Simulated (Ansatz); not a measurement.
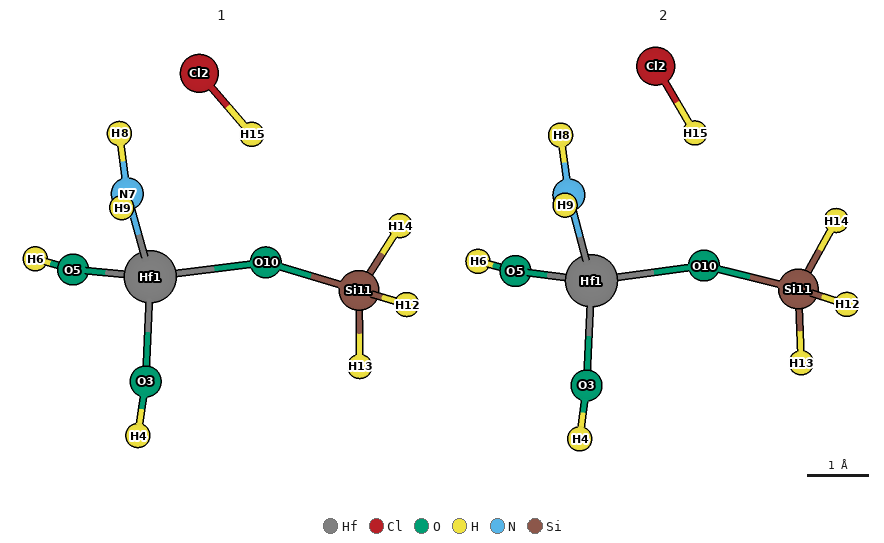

Two geometries of HfSiNH8O3Cl, drawn at one scale. One is the start of a relaxation, the other its converged end. A ball-and-stick model, seen at a tilt.

These are results of RHF/def2-SVP in Ansatz 0.2.0, not measurements. Settings: no spin polarisation; force threshold 0.03 eV/Å; at most 50 steps.

> Which one is relaxed?

Structure 2 is the relaxed one. The run prepares an end point of a later path (reaction) calculation, from a guessed geometry. The largest move after the best rigid fit is that of Cl2, 0.27 Å. By element the largest moves are Cl 0.27 Å, H 0.13 Å, O 0.08 Å, Hf 0.07 Å, Si 0.05 Å, N 0.03 Å. Some distances before and after: Hf1–H15 3.177 → 3.264 Å, Cl2–H15 1.322 → 1.277 Å, Hf1–O10 2.046 → 2.002 Å. Bond angles that change, for instance: Hf1–O3–H4 168.8° → 171.4°, Hf1–O5–H6 172.5° → 174.8°, Hf1–O10–Si11 155.7° → 157.9°. After 8 accepted moves (10 points after the start) the energy has fallen by 1.30 kcal/mol. The largest force component goes from 1.3 to 0.013 eV/Å. The line search rejected the trial steps at points 2, 8 of the run.

Limits of the set-up: the start holds two separate molecules, 2.2 Å apart at their closest, whose relative position is a soft coordinate and is computed without a dispersion correction; Hartree-Fock leaves out electron correlation.
